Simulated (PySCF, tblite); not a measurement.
# C5H12Si3: geometry, infrared bands and NMR shifts

What infrared bands and NMR shifts should C5H12Si3 (`C[Si@@H]1C[SiH2][C@H]1C#C[SiH3]`) show?

The runs use tblite 0.8.0 and PySCF 2.14.0, with density-fitted response routines of our own; the level of theory stands in each step. All values are computed, except where a source is named. Atoms are numbered from 0 throughout.

### Step 1. Starting geometry

20 atoms, charge 0, multiplicity 1; geometry from: force field or distance geometry start.

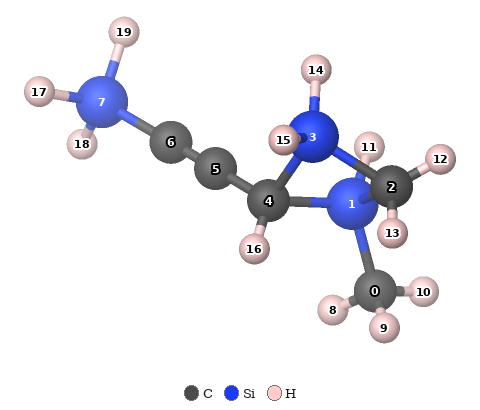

The starting geometry (carbon dark grey, silicon blue, hydrogen pink), atoms numbered.

### Step 2. Geometry optimisation with GFN2-xTB

Job settings and geometry (Å):

```
{"job": {"kind": "relax", "xc": "GFN2-xTB", "basis": "xTB"}, "charge": 0, "multiplicity": 1}
C     -2.167600     1.935700    -0.097300
Si    -1.278600     0.418100    -0.670700
C     -2.359100    -1.114400    -0.430600
Si    -0.775800    -1.989200    -0.067400
C     -0.193000    -0.339900     0.638300
C      1.221800    -0.074600     0.353300
C      2.395900     0.131600     0.141100
Si     4.191100     0.414900    -0.157800
H     -1.414500     2.657500     0.271600
H     -2.906000     1.723000     0.712400
H     -2.753200     2.423100    -0.906000
H     -0.787300     0.427200    -2.033000
H     -2.911100    -1.389500    -1.330400
H     -2.984900    -1.077200     0.501100
H     -0.058800    -2.279500    -1.302200
H     -0.794900    -3.012800     0.978200
H     -0.528100    -0.143500     1.661300
H      5.010000    -0.378800     0.799400
H      4.555100     1.807800     0.010500
H      4.533900    -0.128800    -1.484200
```

Run with:

```
$ OMP_NUM_THREADS=1 python probes_run.py task.json out
```

The driver reads the jobs from task.json and runs them one after another.

**Question.** This job is followed by: GFN2-xTB harmonic vibrations, gas phase; GIAO PBE0/pcSseg-1 NMR shielding, non-relativistic, gas phase. Predict these results of the whole session: strongest single infrared mode (GFN2-xTB); zero-point energy (GFN2-xTB); 13C shifts against TMS (PBE0/pcSseg-1); 1H shifts against TMS (PBE0/pcSseg-1, means over atoms taken as alike); 29Si shifts against TMS (PBE0/pcSseg-1).

The runs gave:

| quantity | value |
| --- | --- |
| strongest single infrared mode (GFN2-xTB) | 2232 cm⁻¹, 796 km/mol |
| zero-point energy (GFN2-xTB) | 86.2 kcal/mol |
| 13C shifts against TMS (PBE0/pcSseg-1) | 119.3, 75.4, 11.0, 0.1, -3.7 ppm |
| 1H shifts against TMS (PBE0/pcSseg-1, means over atoms taken as alike) | 5.17, 5.02, 4.85, 4.25, 2.09, 0.83, 0.40, 0.35 ppm |
| 29Si shifts against TMS (PBE0/pcSseg-1) | 3.7, -29.0, -101.3 ppm |

What this shows: The optimisation took 156 steps and gained 0.742 eV; among the close pairs (by a distance rule), Si1–C4 changed most, from 1.862 to 1.942 Å. The lowest mode is slightly imaginary (14i cm⁻¹), a soft motion within the noise of the Hessian, so the minimum is not strictly shown. The strongest single mode, at 2232 cm⁻¹, moves mainly H11 and H15. GFN2-xTB is a fitted tight-binding method: band positions and strengths are rough. Its intensities can rank the bands wrongly. At PBE0/pcSseg-1: The largest span, 311 ppm, is at C5, where the paramagnetic term is -194 ppm.
